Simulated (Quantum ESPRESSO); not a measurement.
# How far to go with the plane-wave cutoff: CuPd (P4mm, 2 atoms in the cell)

```xyz
2
Lattice="2.9655 0.0000 0.0000 0.0000 2.9655 0.0000 0.0000 0.0000 2.9655" Properties=species:S:1:pos:R:3 pbc="T T T"
Cu     0.0000     0.0000     0.0500
Pd     1.4828     1.4828     1.4828
```

Method: PBEsol, PSlibrary ultrasoft (PBE) pseudopotentials (plane waves; Quantum ESPRESSO).

Base settings: ecutwfc = 50 Ry; ecutrho = 600 Ry; occupations = smearing; smearing = gaussian; degauss = 0.0073499 Ry; input_dft = pbesol; potentials = {Cu: Cu.pbe-dn-rrkjus_psl.1.0.0.UPF, Pd: Pd.pbe-n-rrkjus_psl.1.0.0.UPF}; K_POINTS = automatic 4 4 4 0 0 0; conv_thr = 1e-09 Ry; mixing_beta = 0.4.

Moved along: ecutrho.

The second cell is the first with its lattice scaled by 0.98.

The mesh stays at the base's, so the ladder's end is converged at best in this setting alone.

Only quantities that move along the ladder and can be compared are tabulated.

The count of work is k-points × plane waves × bands × iterations; it is no time. Core times come from one kind of shared machine, to one figure; runs under 30 s give none.

The starting cell comes from a database of computed structures (which also holds hypothetical and non-ambient phases and stackings), without a prior relaxation at this level. Its lattice was rescaled by up to half a per cent. One atom was moved a little off its site on purpose. Spin polarisation is off. Without a gap this mesh is coarse (it stands for a supercell whose shortest vector is 12 Å).

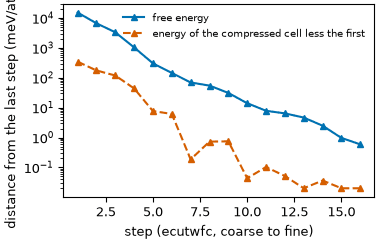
Distance from the last step along the ladder; very small values are drawn at a floor.

```tsv
ecutwfc	free energy less the last step's (meV/atom)	energy of the compressed cell less the first (meV/atom)	pressure (GPa)	largest difference of a force vector from the last step's (eV/Å)	count of work / last	core time / last (rough)
17.5 Ry	15353.46	-305.74	-709.39	0.400	0.058	–
20 Ry	6685.91	217.33	-375.45	0.149	0.071	–
22 Ry	3351.24	160.67	-217.32	0.011	0.074	–
25 Ry	1038.69	85.09	-82.38	0.038	0.080	–
28 Ry	304.84	33.41	-25.42	0.017	0.097	–
30 Ry	145.21	47.25	-8.88	0.009	0.12	–
35 Ry	69.70	41.27	1.59	0.003	0.16	–
40 Ry	54.76	41.81	0.88	0.001	0.20	–
45 Ry	31.18	40.34	0.65	0.000	0.23	–
50 Ry	14.07	41.13	1.42	0.000	0.27	–
55 Ry	7.86	41.19	2.05	0.000	0.31	–
60 Ry	6.44	41.13	2.24	0.000	0.36	–
68 Ry	4.66	41.09	2.13	0.000	0.44	–
75 Ry	2.49	41.12	2.15	0.000	0.50	–
88 Ry	0.97	41.08	2.28	0.000	0.64	0.5
100 Ry	0.59	41.08	2.27	0.000	0.76	0.6
120 Ry	0.00	41.08	2.29	0.000	1.0	1
```

Coarsest ecutwfc that holds the energy of the compressed cell less the first within 1 meV/atom of the last step, with all finer ones: 35 Ry, at 0.16 of the last step's count of work; the step before is off by 6.2 meV/atom.

Coarsest ecutwfc that holds the free energy within 2 meV/atom of the last step, with all finer ones: 88 Ry; the step before is off by 2.5 meV/atom.

Coarsest ecutwfc that holds the forces within 0.005 eV/Å of the last step, with all finer ones: 35 Ry, at 0.16 of the last step's count of work; the step before is off by 0.009 eV/Å.

The energy difference between the two cells stays within 1 meV/atom of the last step's from 35 Ry on, the total only from 88 Ry on: much of the error is common to both cells and cancels.

At the lowest cutoff the pressure lies 712 GPa under the last step's, the usual sign of Pulay stress in an incomplete plane-wave basis.
